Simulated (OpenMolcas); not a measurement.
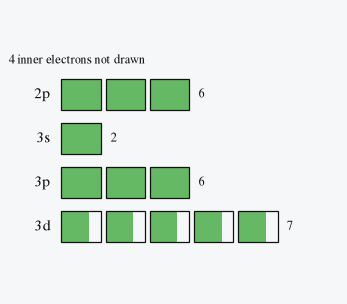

The outer shells of the leading configuration of the lowest level: a box for each of the 2l + 1 orbitals, shaded by the share of the shell that is filled, with the electron count at the right.

Run report: Co²⁺ complex, multiconfigurational calculation (part 1 of 2)

Co²⁺ with 6 ligands (NH3; octahedron, 2.13 Å), with no charges around it. Computed at this level: state-averaged CASSCF, active space 7 electrons in the shell 3d, basis ANO-RCC-VTZP on the metal and ANO-RCC-VDZP on the ligands, DKH2 scalar Hamiltonian, spin-orbit coupling by RASSI with atomic mean-field integrals (OpenMolcas).

### Input
```
&GATEWAY
Coord
25

Co 0.0 0.0 0.0
N 2.130000 0.000000 0.000000
H 2.512099 0.945728 0.000000
H 2.512099 -0.472864 0.819024
H 2.512099 -0.472864 -0.819024
N 0.000000 2.130000 0.000000
H 0.000000 2.512099 0.945728
H 0.819024 2.512099 -0.472864
H -0.819024 2.512099 -0.472864
N -2.130000 0.000000 0.000000
H -2.512099 -0.945728 0.000000
H -2.512099 0.472864 -0.819024
H -2.512099 0.472864 0.819024
N 0.000000 -2.130000 0.000000
H 0.000000 -2.512099 -0.945728
H -0.819024 -2.512099 0.472864
H 0.819024 -2.512099 0.472864
N 0.000000 0.000000 2.130000
H 0.945728 0.000000 2.512099
H -0.472864 0.819024 2.512099
H -0.472864 -0.819024 2.512099
N 0.000000 0.000000 -2.130000
H -0.945728 0.000000 -2.512099
H 0.472864 -0.819024 -2.512099
H 0.472864 0.819024 -2.512099
Basis=Co.ANO-RCC-VTZP,H.ANO-RCC-VDZP,N.ANO-RCC-VDZP
Group=XYZ
NoMove
AngMom=0.0 0.0 0.0
AMFI
RICD
&SEWARD
&RASSCF
FileOrb=start.orb
Symmetry=1
Spin=4
nActEl=7 0 0
Inactive=18 21
Ras2=5 0
CIRoot=10 10 1
SDav=10
CIMx=300
Iter=150 100
PrWF=0.3
OrbListing=Nothing
MaxOrb=0
LevShft=1.0
>>> COPY $Project.JobIph JOB001
&RASSCF
FileOrb=start.orb
Symmetry=1
Spin=2
nActEl=7 0 0
Inactive=18 21
Ras2=5 0
CIRoot=40 40 1
SDav=40
CIMx=300
Iter=150 100
PrWF=0.3
OrbListing=Nothing
MaxOrb=0
LevShft=1.0
>>> COPY $Project.JobIph JOB002
&RASSI
NrOfJobIphs=2 10 40
1 2 3 4 5 6 7 8 9 10
1 2 3 4 5 6 7 8 9 10 11 12 13 14 15 16 17 18 19 20 21 22 23 24 25 26 27
28 29 30 31 32 33 34 35 36 37 38 39 40
IphNames
JOB001
JOB002
EJob
SpinOrbit
DIPRint=1.0
SOCoupling=1000.0
Subsets=2
Property=9
'ANGMOM' 1 'ANGMOM' 2 'ANGMOM' 3 'MLTPL  1' 1 'MLTPL  1' 2 'MLTPL  1' 3
'AMFI' 1 'AMFI' 2 'AMFI' 3
SOProperty=3
'ANGMOM' 1 'ANGMOM' 2 'ANGMOM' 3
```

The file start.orb holds starting orbitals from an earlier step. A driver script formed the levels outside the program, from RASSI's spin-orbit matrix and the active-space energies, averaged over the components of each term or state.

Launched with:
```bash
OMP_NUM_THREADS=1 MOLCAS_MEM=2457 MOLCAS_PROJECT=a pymolcas a.inp > a.log  # once for each step of the input, in one work folder
```

### Output (extracts)
```
--- SEWARD ---
Basis set label: CO.ANO-RCC...6S5P3D2F1G.

      Electronic valence basis set:
      ------------------
      Associated Effective Charge  27.000000 au
      Associated Actual Charge     27.000000 au
      Nuclear Model: Point charge

      Shell  nPrim  nBasis  Cartesian Spherical Contaminant
         s      21       6        X
         p      15       5        X
         d      10       3                 X
         f       6       2                 X
         g       4       1                 X
                  Relativistic Douglas-Kroll-Hess integrals:
                    - DKH order of Hamiltonian: 2
                    - DKH order of Properties : 0
                  Atomic mean-field integrals
--- RASSCF ---
Wave function specifications:
      -----------------------------

      Number of closed shell electrons          78
      Number of electrons in active shells       7
      Max number of holes in RAS1 space          0
      Max nr of electrons in RAS3 space          0
      Number of inactive orbitals               39
      Number of active orbitals                  5
      Number of secondary orbitals             189
      Spin quantum number                      1.5
      State symmetry                             1
Orbital specifications:
      -----------------------

      Symmetry species                           1   2
                                                ag  au
      Frozen orbitals                            0   0
      Inactive orbitals                         18  21
      Active orbitals                            5   0
      RAS1 orbitals                              0   0
      RAS2 orbitals                              5   0
      RAS3 orbitals                              0   0
      Secondary orbitals                        94  95
      Deleted orbitals                           0   0
      Number of basis functions                117 116
      Number of CSFs                            10
      Number of root(s) required                10
      Iter CI   SX   CI       RASSCF       Energy    max ROT     max BLB   max BLB  Level Ln srch  Step   QN
          iter iter root      energy       change     param      element    value   shift minimum  type update
 Nr of preliminary CI iterations:   1
      Total energies have been shifted. Add                -1000.00 au
        1   1   16    0  -728.86564569    0.00E+00   7.24E-02   16  55 1 -2.78E-01*  0.93   0.00    SX    NO
        2   1   16    0  -728.94153338   -7.59E-02* -3.02E-02   16  55 1 -8.47E-02*  0.78   0.00    SX    NO
        3   1   14    0  -728.95377082   -1.22E-02*  1.65E-02   16  55 1 -2.67E-02*  0.80   0.00    SX    NO
        4   1   14    0  -728.95592053   -2.15E-03*  5.24E-03   16  24 1  1.75E-02*  0.77   0.00    SX    NO
        5   1   13    0  -728.95642393   -5.03E-04*  4.83E-03   16  24 1  9.40E-03*  0.78   1.12    QN   YES
        6   1   12    0  -728.95660294   -1.79E-04*  2.07E-03   16  24 1  3.56E-03*  0.78   1.28    QN   YES
        7   1   11    0  -728.95662135   -1.84E-05*  7.71E-04   16  24 1  1.02E-03*  0.78   1.27    QN   YES
        8   1   10    0  -728.95662479   -3.44E-06*  3.86E-04   16  30 1  3.76E-04*  0.78   1.50    LS   YES
        9   1   10    0  -728.95662520   -4.09E-07*  1.94E-04    6  34 2  4.38E-04*  0.78   0.99    QN   YES
       10   1    9    0  -728.95662574   -5.35E-07*  1.24E-04   16  45 1 -1.58E-04*  0.78   1.64    LS   YES
       11   1    8    0  -728.95662583   -9.61E-08*  5.00E-05   16  55 1 -7.96E-05   0.78   1.00    QN   YES
       12   1    8    0  -728.95662588   -5.18E-08*  4.74E-05   18  33 1  3.55E-05   0.78   1.95    LS   YES
       13   1    7    0  -728.95662590   -1.54E-08* -9.55E-06   16  55 1  3.90E-05   0.78   0.97    QN   YES
       14   1    7    0  -728.95662590   -4.10E-09  -1.01E-05   16  55 1  1.53E-05   0.78   2.04    QN   YES
      Convergence after 14 iterations
       15   1    7    0  -728.95662590   -1.84E-09  -1.01E-05   16  55 1 -3.76E-06   0.78   2.04    QN   YES
      Natural orbitals and occupation numbers for root  1
      sym 1:   1.978620   1.021380   1.000000   1.978620   1.021380
      Natural orbitals and occupation numbers for root  2
      sym 1:   1.978620   1.978620   1.000000   1.021380   1.021380
      Natural orbitals and occupation numbers for root  3
      sym 1:   1.998141   1.000000   1.001859   1.998141   1.001859
::    RASSCF root number  1 Total energy:  -1729.01242359
::    RASSCF root number  2 Total energy:  -1729.01242359
::    RASSCF root number  3 Total energy:  -1729.01210426
::    RASSCF root number  4 Total energy:  -1728.97177117
::    RASSCF root number  5 Total energy:  -1728.97177117
::    RASSCF root number  6 Total energy:  -1728.97157719
::    RASSCF root number  7 Total energy:  -1728.92459188
::    RASSCF root number  8 Total energy:  -1728.89662806
::    RASSCF root number  9 Total energy:  -1728.89662806
::    RASSCF root number 10 Total energy:  -1728.89634007
--- RASSCF ---
Wave function specifications:
      -----------------------------

      Number of closed shell electrons          78
      Number of electrons in active shells       7
      Max number of holes in RAS1 space          0
      Max nr of electrons in RAS3 space          0
      Number of inactive orbitals               39
      Number of active orbitals                  5
      Number of secondary orbitals             189
      Spin quantum number                      0.5
      State symmetry                             1
Orbital specifications:
      -----------------------

      Symmetry species                           1   2
                                                ag  au
      Frozen orbitals                            0   0
      Inactive orbitals                         18  21
      Active orbitals                            5   0
      RAS1 orbitals                              0   0
      RAS2 orbitals                              5   0
      RAS3 orbitals                              0   0
      Secondary orbitals                        94  95
      Deleted orbitals                           0   0
      Number of basis functions                117 116
      Number of CSFs                            40
      Number of root(s) required                40
      Iter CI   SX   CI       RASSCF       Energy    max ROT     max BLB   max BLB  Level Ln srch  Step   QN
          iter iter root      energy       change     param      element    value   shift minimum  type update
 Nr of preliminary CI iterations:   1
      Total energies have been shifted. Add                -1000.00 au
        1   1   10    0  -728.83894328    0.00E+00  -1.26E-02   21  27 1 -1.46E-02*  0.77   0.00    SX    NO
        2   1   12    0  -728.83966144   -7.18E-04*  7.68E-03    8  33 2  7.82E-03*  0.78   0.00    SX    NO
        3   1   11    0  -728.83981741   -1.56E-04* -2.77E-03   19  25 1 -3.65E-03*  0.77   0.00    SX    NO
        4   1   11    0  -728.83985487   -3.75E-05*  1.88E-03    8  33 2  1.83E-03*  0.77   0.00    SX    NO
        5   1   10    0  -728.83986432   -9.45E-06* -1.35E-03   19  25 1 -1.00E-03*  0.77   1.15    QN   YES
        6   1    9    0  -728.83986761   -3.29E-06*  1.59E-04   19  25 1 -1.71E-04*  0.77   1.15    QN   YES
        7   1    8    0  -728.83986769   -7.77E-08*  2.39E-04   21  27 1  3.66E-05   0.77   2.50    LS   YES
        8   1    8    0  -728.83986756    1.28E-07*  1.49E-04   19  25 1  2.42E-04*  0.77   0.11    LS   YES
        9   1    8    0  -728.83986768   -1.19E-07* -9.10E-05   19  25 1  8.72E-05   0.77   1.42    QN   YES
       10   1    7    0  -728.83986770   -2.07E-08*  2.28E-05   21  27 1  1.76E-05   0.77   1.21    QN   YES
       11   1    7    0  -728.83986770   -2.82E-09  -6.42E-06   17  33 1  9.16E-06   0.77   1.56    QN   YES
      Convergence after 11 iterations
       12   1    7    0  -728.83986770   -7.81E-10  -6.42E-06   21  27 1 -5.51E-06   0.77   1.56    QN   YES
      Natural orbitals and occupation numbers for root  1
      sym 1:   1.938783   1.964636   0.118173   1.969739   1.008669
      Natural orbitals and occupation numbers for root  2
      sym 1:   1.976655   1.950807   1.008669   1.945697   0.118173
      Natural orbitals and occupation numbers for root  3
      sym 1:   1.962867   1.812757   1.002544   1.177781   1.044051
::    RASSCF root number  1 Total energy:  -1728.95884995
::    RASSCF root number  2 Total energy:  -1728.95884995
::    RASSCF root number  3 Total energy:  -1728.92325503
::    RASSCF root number  4 Total energy:  -1728.92325503
::    RASSCF root number  5 Total energy:  -1728.92310480
::    RASSCF root number  6 Total energy:  -1728.92143415
::    RASSCF root number  7 Total energy:  -1728.92140083
::    RASSCF root number  8 Total energy:  -1728.92140083
::    RASSCF root number  9 Total energy:  -1728.89581861
::    RASSCF root number 10 Total energy:  -1728.89575946
::    RASSCF root number 11 Total energy:  -1728.89575946
::    RASSCF root number 12 Total energy:  -1728.89003599
::    RASSCF root number 13 Total energy:  -1728.87613835
::    RASSCF root number 14 Total energy:  -1728.87613835
::    RASSCF root number 15 Total energy:  -1728.87600899
::    RASSCF root number 16 Total energy:  -1728.86952718
::    RASSCF root number 17 Total energy:  -1728.86947857
::    RASSCF root number 18 Total energy:  -1728.86947857
::    RASSCF root number 19 Total energy:  -1728.85920068
::    RASSCF root number 20 Total energy:  -1728.85920068
::    RASSCF root number 21 Total energy:  -1728.84224762
::    RASSCF root number 22 Total energy:  -1728.84222512
::    RASSCF root number 23 Total energy:  -1728.84222512
::    RASSCF root number 24 Total energy:  -1728.83626094
::    RASSCF root number 25 Total energy:  -1728.83626094
::    RASSCF root number 26 Total energy:  -1728.83613291
::    RASSCF root number 27 Total energy:  -1728.83275383
::    RASSCF root number 28 Total energy:  -1728.83275383
::    RASSCF root number 29 Total energy:  -1728.79718450
::    RASSCF root number 30 Total energy:  -1728.79712785
```

(Continued in part 2.) Outcome of the run: converged.
